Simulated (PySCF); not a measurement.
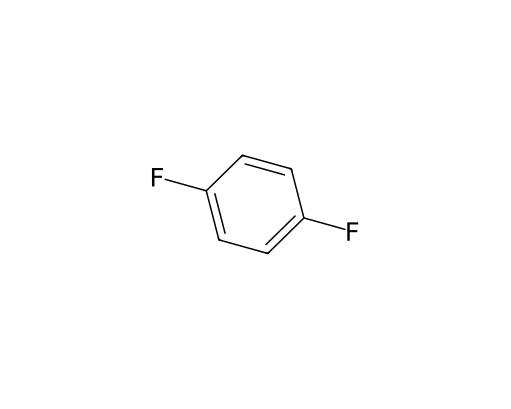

The computed structure is the end point of a PBE0-D3(BJ)/def2-TZVP optimisation. No frequency run is at hand to confirm it as a minimum. Properties computed with B97-2/pcJ-2, gas phase (PySCF 2.14.0).

What does the calculation give?

The species is C₆H₄F₂ (`Fc1ccc(F)cc1`).
- HOMO energy (Kohn–Sham orbital): −6.94 eV
- LUMO energy (Kohn–Sham orbital): −0.91 eV
- HOMO–LUMO gap: 6.03 eV
